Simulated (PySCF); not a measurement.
**C5H11ClO2Si2 (SMILES CC(=O)OC/C=C(/Cl)[SiH2][SiH3]): density, localisation and related maps**

```csv
atom,x (Å),y (Å),z (Å)
C,3.0785,1.6455,-0.6651
C,2.4669,0.2747,-0.5507
O,2.7684,-0.6841,-1.2091
O,1.5230,0.2510,0.3979
C,0.8750,-1.0093,0.6123
C,-0.1241,-0.8372,1.7062
C,-1.4365,-0.9063,1.5253
Cl,-2.4592,-0.6345,2.9033
Si,-2.4350,-1.1802,-0.0697
Si,-2.6674,0.8607,-1.1371
H,3.8320,1.6443,-1.4466
H,3.5286,1.9188,0.2862
H,2.3017,2.3708,-0.8942
H,0.4088,-1.3331,-0.3226
H,1.6393,-1.7459,0.8919
H,0.2974,-0.6152,2.6784
H,-3.6850,-1.7960,0.3854
H,-1.7455,-2.2143,-0.8545
H,-1.3721,1.4593,-1.4747
H,-3.4126,0.7093,-2.3894
H,-3.3913,1.8387,-0.3217
```

Geometry: GFN2-xTB.

All numbers below come from PBE0/pcSseg-1, SCF density, gas phase, non-relativistic (PySCF).

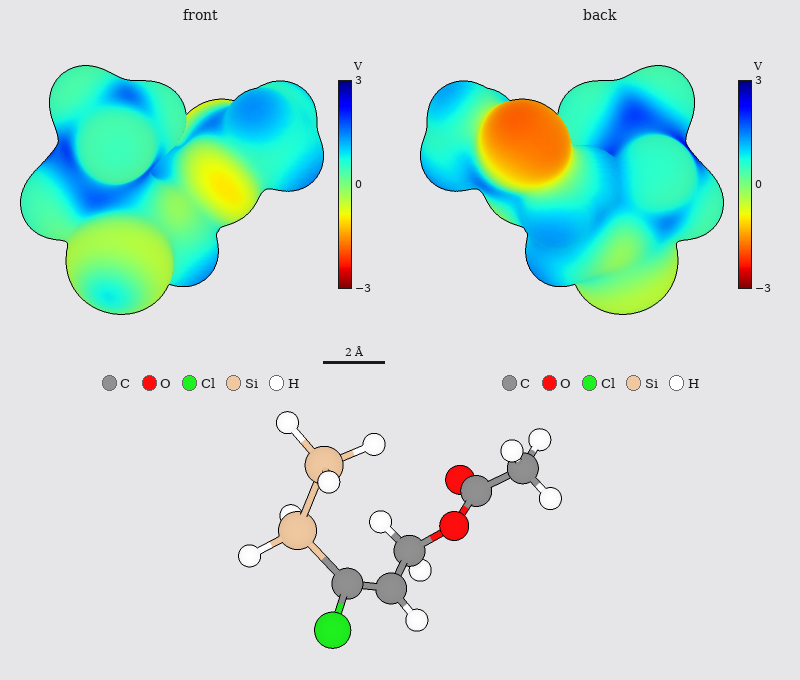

Figure 1. The molecular electrostatic potential painted on the density surface at 0.004 e/bohr³, seen from the front and from behind; red is negative and blue positive. The bare structure is drawn below in the same view.

### Where is the surface potential most negative and most positive?

The most negative region (about −1.8 V) lies over O3, the most positive (about +2.1 V) over Si9. Cl8 shows a σ-hole: about +0.8 V at the tip opposite its bond, against about −0.3 V on its flanks. O3 is the likeliest acceptor of a hydrogen bond.

### What dipole moment does the calculation give?

Its dipole moment is 1.16 D.

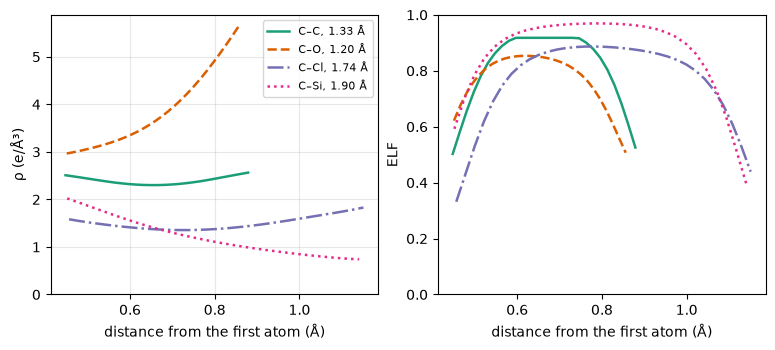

Figure 2. Total electron density and ELF along straight lines between neighbouring atoms. The curves leave out the atomic cores.

### What can be read from the curves?

C–C (1.33 Å): ρ at the midpoint is about 2.3 e/Å³; the ELF peaks at about 0.90 between the atoms (a multiple bond).
C–O (1.20 Å): ρ is about 3.4 e/Å³ halfway; the ELF peaks at about 0.85 between the atoms: a short, multiple covalent bond.
C–Cl (1.74 Å): the density is about 1.4 e/Å³ at the midpoint; the ELF peaks at about 0.90 between the atoms (a shared electron pair).
C–Si (1.90 Å): the density is about 0.9 e/Å³ at the midpoint; the ELF peaks at about 0.95 between the atoms (a shared electron pair).
